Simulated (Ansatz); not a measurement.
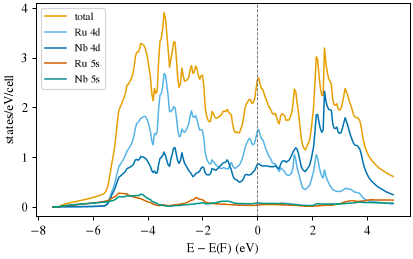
Figure. Total and projected density of states of NbRu in space group Cmmm (No. 65; Nb on 2a, Ru on 2c), PBEsol (plane waves, PAW; program Ansatz)

**Question.** Which orbitals carry the states next to the Fermi level?

**Answer.** Within 0.5 eV of the Fermi level: Ru 4d 58 %, Nb 4d 34 %. Projections are on Löwdin-orthogonalised atomic valence shells; empty p or d shells of many metals are not among them.

**Question.** Where is the tallest occupied peak in this window, and what makes it?

**Answer.** Near -3.4 eV, about 3.9 states/eV per cell; the largest projected share is Ru 4d.

The first step of the workflow began from a Materials Project structure, measured or hypothetical; the Crystallography Open Database copy checked does not list it. COD files the formula under space group No. 123, 221. With Nb and Ru taken as one species the cell has the higher symmetry I4/mmm, so it may be an ordered model of a mixed-site phase. Its standing as an ambient phase is unchecked. The PBEsol relaxation kept the symmetry of its start; whether a distortion lowers the energy is not shown. No spin polarisation was allowed. Spin–orbit coupling is left out wherever it is not named.

Potentials: the later of the program's two PAW sets.
